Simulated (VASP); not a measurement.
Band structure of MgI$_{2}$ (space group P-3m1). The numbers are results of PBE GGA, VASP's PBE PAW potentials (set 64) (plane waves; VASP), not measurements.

The path is coarsely sampled, so an indirect gap can come out somewhat too large. Unless said otherwise, spin-orbit coupling is left out, though it shifts the bands of the heavy elements here.

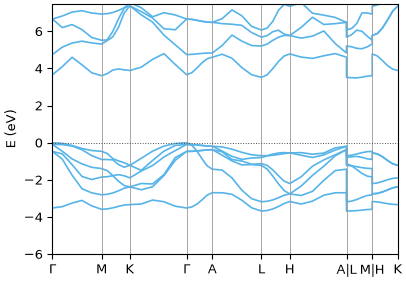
Figure. Bands along high-symmetry lines, zero at the valence-band maximum or, without a gap, the Fermi level

Question: Read the plot: is there a gap, and where are the band edges?

Answer: The gap is indirect, 3.49 eV, from the valence maximum at Γ to the conduction minimum at L-M at 0.40.

The structure is a typed MgI2 crystal (P-3m1). The cell was not relaxed at this level.
